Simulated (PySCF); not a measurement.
# UB3LYP/6-31G(d) (spherical functions) run of AlSiH3BrO (SMILES [SiH3][O][Al][Br])

What is the vertical ionisation energy of AlSiH3BrO at UB3LYP/6-31G* (spherical functions)? Input form: a Python script.

The results are computed with PySCF 2.14.0.

**1. The system as given**

AlSiH3BrO: 7 atoms, total charge 0, spin state doublet. SMILES: `[SiH3][O][Al][Br]`. The coordinates come from a PBE0-D4/def2-TZVP relaxation. This is one conformer, not always the lowest.

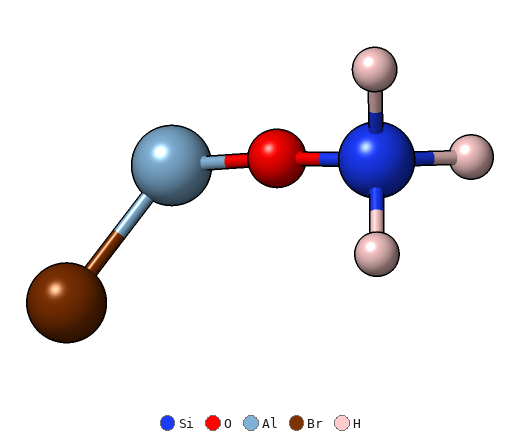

The structure, seen from a chosen angle (silicon blue, oxygen red, aluminium light blue, bromine brown, hydrogen pink).

**2. The energy at UB3LYP/6-31G(d) (spherical functions)**

Input file calc.py:

```python
from pyscf import gto, dft

mol = gto.M(
    atom='''
Si   0.219700   1.113700   0.067200
O    0.164800  -0.487200   0.371500
Al   0.042800  -2.146700   0.568400
Br  -1.082100  -3.376100  -0.980800
H   -0.507900   1.422900  -1.191000
H   -0.410500   1.857400   1.188800
H    1.634400   1.548000  -0.069500
''',
    spin=1,
    basis='6-31g*',
    max_memory=1860,
    verbose=3,
)

calc0 = dft.UKS(mol, xc='b3lyp')
calc0.conv_tol = 1e-10
calc0.grids.level = 4
calc0.kernel()
if not calc0.converged:
    calc0 = calc0.newton().run(calc0.mo_coeff, calc0.mo_occ)

etot = calc0.e_tot
print('E(%s) = %.9f' % ('B3LYP', etot))
```

The run is started by

```console
$ OMP_NUM_THREADS=1 python calc.py
```

Standard output:

```text
WARN: HOMO -0.1824312924126 >= LUMO -0.182431292412595

converged SCF energy = -3182.9431866874  <S^2> = 0.75160353  2S+1 = 2.0016029
E(B3LYP) = -3182.943186687
```

It took 31 s on 1 thread of Arm Neoverse V1, shared host; peak memory 0.47 GiB.

**3. The singlet cation**

Input file calc.py:

```python
from pyscf import gto, dft

system = gto.Mole()
system.atom = '''
Si     0.415173     2.104588     0.126990
O      0.311427    -0.920675     0.702033
Al     0.080880    -4.056675     1.074120
Br    -2.044873    -6.379904    -1.853443
H     -0.959792     2.688891    -2.250664
H     -0.775733     3.509977     2.246506
H      3.088568     2.925296    -0.131336
'''
system.max_memory = 1860
system.spin = 0
system.unit = 'bohr'
system.charge = 1
system.basis = '6-31g*'
system.verbose = 3
system.build()

myscf = dft.RKS(system)
myscf.xc = 'b3lyp'
myscf.grids.level = 4
myscf.conv_tol = 1e-10
myscf.kernel()
if not myscf.converged:
    myscf = myscf.newton().run(myscf.mo_coeff, myscf.mo_occ)

energy = myscf.e_tot
print('Final energy', energy)
```

The run is started by

```console
$ OMP_NUM_THREADS=1 python calc.py
```

Standard output:

```text
converged SCF energy = -3182.63288605636
Final energy -3182.6328860563626
```

It took 16 s on 1 thread of Arm Neoverse V1, shared host; peak memory 0.46 GiB.

**4. Outcome**

At UB3LYP/6-31G* (spherical functions):

| quantity | value |
| --- | --- |
| doublet AlSiH3BrO: total energy | -3182.94319 Eh |
| doublet AlSiH3BrO: dipole moment | 1.64 D |
| doublet AlSiH3BrO: HOMO energy (highest over α and β) | -6.13 eV |
| doublet AlSiH3BrO: LUMO energy (lowest over α and β) | -3.41 eV |
| doublet AlSiH3BrO: ⟨S²⟩ | 0.752 |
| singlet cation: total energy | -3182.63289 Eh |
| singlet cation: HOMO energy | -12.87 eV |
| singlet cation: LUMO energy | -10.59 eV |
| singlet cation: HOMO–LUMO gap | 2.28 eV |
| vertical ionisation energy (to the singlet cation) | 8.444 eV |

In words: The vertical ionisation energy comes to 8.44 eV (815 kJ/mol). Only the singlet of the ionised species was computed; a triplet could lie lower. Mulliken charges (doublet AlSiH3BrO) run from -0.62 on O2 to +0.58 on Si1.
